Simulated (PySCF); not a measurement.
**C9H11B (SMILES CC#CB[C@H]1CCC12C=C2): density, localisation and related maps**

Input file:

```
{"job": {"kind": "nmr", "xc": "PBE0", "basis": "pcSseg-1"}, "charge": 0, "multiplicity": 1}
C      3.844168     0.199321    -1.186822
C      2.689484    -0.104360    -0.373514
C      1.722059    -0.359322     0.306166
B      0.516442    -0.675180     1.137324
C     -0.863005    -0.878697     0.404999
C     -2.188332    -0.731924     1.190834
C     -2.647079     0.397115     0.251750
C     -1.334543     0.267659    -0.509767
C     -0.523151     1.341916    -1.149214
C     -1.068792     0.476878    -1.960663
H      3.666389     1.114049    -1.752971
H      4.020882    -0.613787    -1.891353
H      4.729991     0.330983    -0.565006
H      0.613644    -0.753511     2.303918
H     -0.829771    -1.818066    -0.158653
H     -2.055300    -0.415799     2.223396
H     -2.825046    -1.614419     1.174424
H     -3.534135     0.165050    -0.338582
H     -2.796387     1.361649     0.737518
H      0.079441     2.203825    -0.998887
H     -1.225880     0.123560    -2.950887
```

Command:

```sh
OMP_NUM_THREADS=1 python probes_run.py task.json out
```

Geometry: GFN2-xTB.

Method: PBE0/pcSseg-1, SCF density, gas phase, non-relativistic (PySCF 2.14.0).

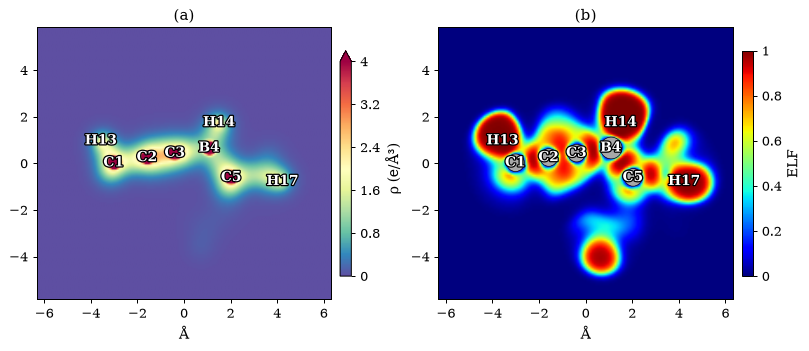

Figure 1. (a) electron density; (b) ELF on the plane of atoms C2, C1 and H13. Grey discs cover the atomic cores in the ELF map.

> What do the fields say about this system?

The plane passes through C, B and H nuclei.
C–C (1.21 Å): ρ is about 2.7 e/Å³ halfway; the ELF peaks at about 0.85 between the atoms: a multiple bond.
C–B (1.50 Å): ρ is about 1.5 e/Å³ halfway; the ELF peaks at about 0.95 between the atoms (localised, covalent bonding).
C–H (1.09 Å): ρ at the midpoint is about 2 e/Å³; the ELF climbs to about 1 towards the hydrogen, as it does in any bond to H; a covalent bond by its length.
C–B (1.57 Å): ρ at the midpoint is about 1.4 e/Å³; the ELF peaks at about 1 between the atoms; a shared electron pair.
B–H (1.17 Å): ρ is about 1.3 e/Å³ halfway; the ELF climbs to about 1 towards the hydrogen (an ordinary covalent bond to hydrogen).

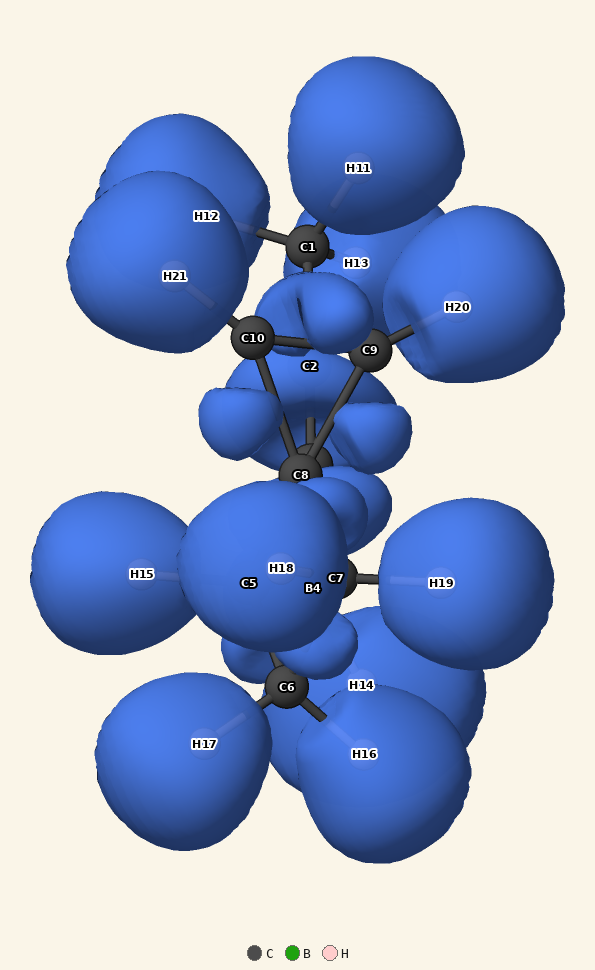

Figure 2. Isosurface of the electron localisation function at 0.8 (blue), seen at an oblique angle. Only the valence region is drawn (cores and ρ < 0.01 e/Å³ removed).

> Where are the electrons localised?

The ELF exceeds this value in two regions between bonded B–C atoms (shared pairs), nine regions between bonded C–C atoms (shared pairs) and eleven regions around hydrogen nuclei.

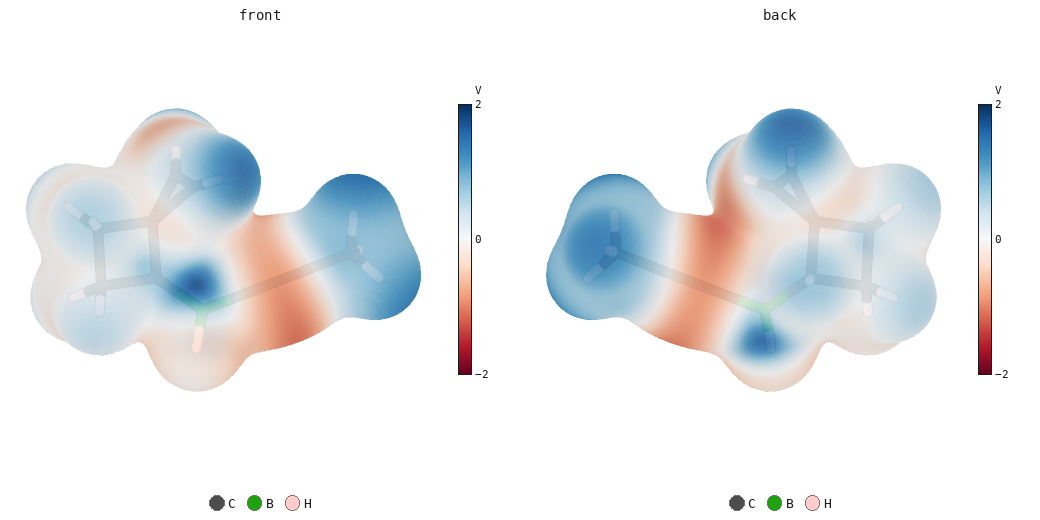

Figure 3. The molecular electrostatic potential painted on the density surface at 0.004 e/bohr³, seen from the front and from behind; the colour scale runs from red (negative) to blue (positive).

> Which sites attract a positive test charge, and which a negative one?

A positive charge is drawn to the negative regions and a negative charge to the positive ones. The most negative region (about −1.1 V, or −25 kcal/mol for a unit charge) lies over the π face of C2, C3 and C9, the most positive (about +1.5 V, or +35 kcal/mol for a unit charge) over B4, H20 and H21.

> What dipole moment does the calculation give?

Its dipole moment is 2.30 D.

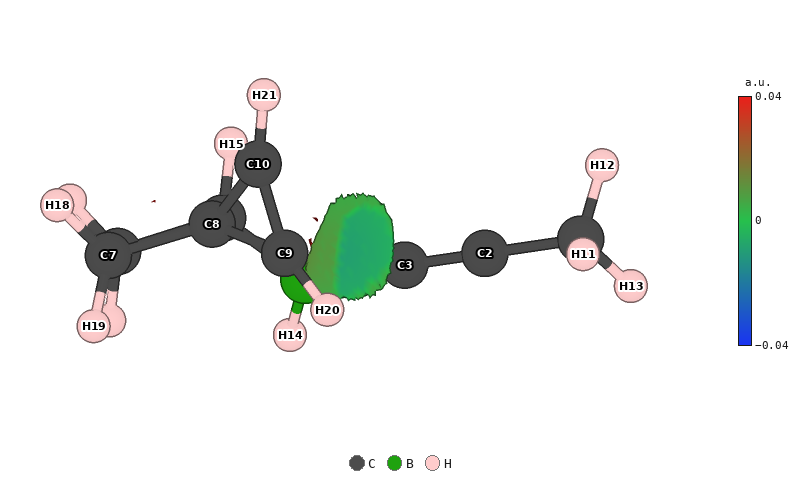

Figure 4. Non-covalent interaction (NCI) plot: the surface where the reduced density gradient is 0.6, for densities under 0.05 a.u., coloured by sign(λ₂)ρ; seen from one side.

> What holds or crowds the atoms apart from the covalent bonds?

Between C9 and C8 on one side and C3 on the other: a weak contact, attractive (blue-green) on one side and crowded (olive to red) on the other.
